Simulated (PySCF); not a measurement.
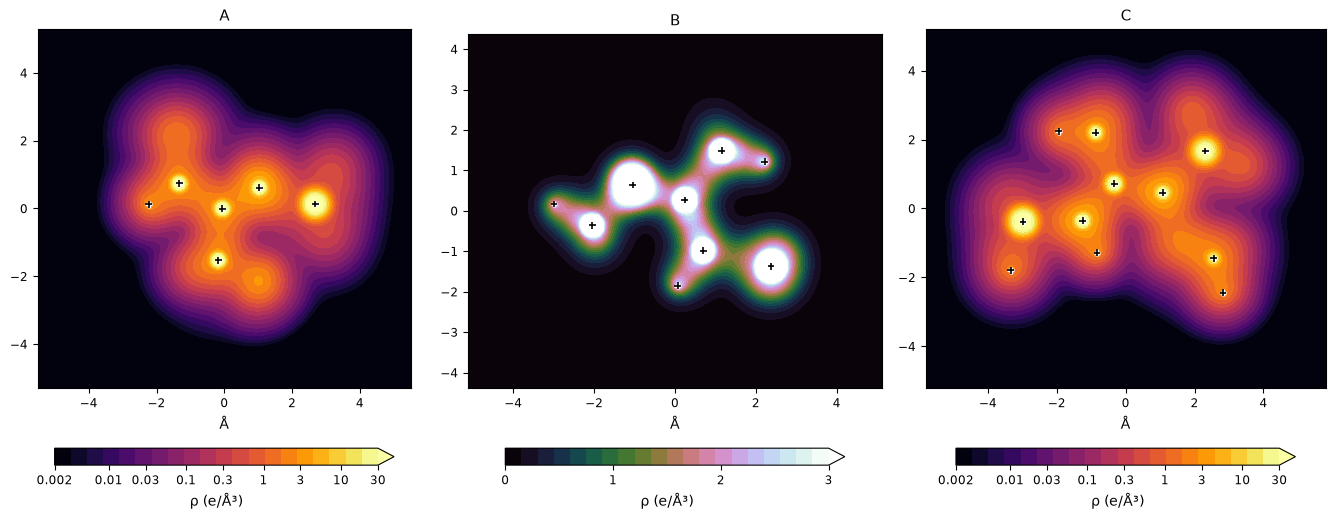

The total electron density of 3 systems, each on a plane through atoms (crosses mark nuclei in the plane).

These are results of PBE0/pcSseg-1, SCF density, gas phase, non-relativistic in PySCF 2.14.0, not measurements.

System 1: C₃H₁₃BN₂Si₂, the plane of atoms Si8, N7 and H18. Geometry: GFN2-xTB.

```xyz
21

C    -2.3667   -1.6433    1.0155
C    -1.3129   -1.3539    0.2667
N    -0.9456   -0.0831   -0.1813
Si   -2.2261    1.0255   -0.6134
B     0.4509    0.2682   -0.1986
C     0.9284    1.6292   -0.8583
N     1.4008   -0.5864    0.4085
Si    3.1308   -0.4994    0.4744
H    -3.0330   -0.8816    1.3810
H    -2.5885   -2.6594    1.2890
H    -0.6556   -2.1533   -0.0629
H    -1.8157    1.7986   -1.7839
H    -3.3849    0.2024   -0.9591
H    -2.5290    1.9270    0.5072
H     1.9972    1.7871   -0.7375
H     0.7129    1.6526   -1.9250
H     0.4186    2.4838   -0.4169
H     1.0156   -1.3900    0.8825
H     3.5432   -1.7396    1.1382
H     3.6860   -0.4325   -0.8806
H     3.5647    0.6651    1.2541
```

System 2: C₆H₁₃NOSi (SMILES C[C@H](O)/C(=N\[SiH3])C1CC1), the plane of atoms N5, C4 and C7. Geometry: GFN2-xTB.

```yaml
atoms:
  - { symbol: C, position_ang: [-0.8467, -1.4604, -1.6464] }
  - { symbol: C, position_ang: [-0.8877, -1.2454, -0.1341] }
  - { symbol: O, position_ang: [-2.2210, -0.9813, 0.2285] }
  - { symbol: C, position_ang: [0.0351, -0.0825, 0.2215] }
  - { symbol: N, position_ang: [-0.3559, 1.1019, 0.3597] }
  - { symbol: Si, position_ang: [-1.8714, 1.8956, 0.1908] }
  - { symbol: C, position_ang: [1.4606, -0.4244, 0.3813] }
  - { symbol: C, position_ang: [2.2830, 0.3702, 1.3690] }
  - { symbol: C, position_ang: [2.4878, 0.5809, -0.0861] }
  - { symbol: H, position_ang: [-1.5192, -2.2699, -1.9180] }
  - { symbol: H, position_ang: [0.1627, -1.7019, -1.9676] }
  - { symbol: H, position_ang: [-1.1763, -0.5510, -2.1417] }
  - { symbol: H, position_ang: [-0.5313, -2.1546, 0.3791] }
  - { symbol: H, position_ang: [-2.2670, -0.8193, 1.1761] }
  - { symbol: H, position_ang: [-1.4230, 3.2508, -0.1458] }
  - { symbol: H, position_ang: [-2.4975, 1.8650, 1.5174] }
  - { symbol: H, position_ang: [-2.8189, 1.4476, -0.8276] }
  - { symbol: H, position_ang: [1.6997, -1.4740, 0.2631] }
  - { symbol: H, position_ang: [3.0354, -0.1574, 1.9353] }
  - { symbol: H, position_ang: [1.7572, 1.1373, 1.9157] }
  - { symbol: H, position_ang: [2.0983, 1.4890, -0.5191] }
  - { symbol: H, position_ang: [3.3855, 0.2032, -0.5518] }
```

System 3: C₄H₅ClF₂O (SMILES CO/C(=C/Cl)C(F)F), the plane of atoms C3, C6 and H13. Geometry: GFN2-xTB.

```xyz
13

C     1.9889   -0.1537   -0.0758
O     0.7348   -0.7673    0.1163
C    -0.3789   -0.0118    0.0261
C    -0.4231    1.2973   -0.2313
Cl   -1.8916    2.1853   -0.3394
C    -1.6208   -0.8494    0.2551
F    -1.5506   -1.4948    1.4413
F    -1.7297   -1.8071   -0.6950
H     2.7223   -0.9497    0.0382
H     2.0675    0.2786   -1.0774
H     2.1673    0.6219    0.6743
H     0.4522    1.9018   -0.3950
H    -2.5427   -0.2507    0.2448
```

Q: Match each panel to its system.

A: Panel A is system 2, C₆H₁₃NOSi: the plane holds C, N, Si and H. C–N (1.25 Å): ρ is about 2.8 e/Å³ halfway. Panel B is system 3, C₄H₅ClF₂O: the plane holds C, O, Cl and H. C–C (1.33 Å): ρ at the midpoint is about 2.3 e/Å³. Panel C is system 1, C₃H₁₃BN₂Si₂: the plane holds C, N, Si, B and H. B–N (1.41 Å): the density is about 1.9 e/Å³ at the midpoint.
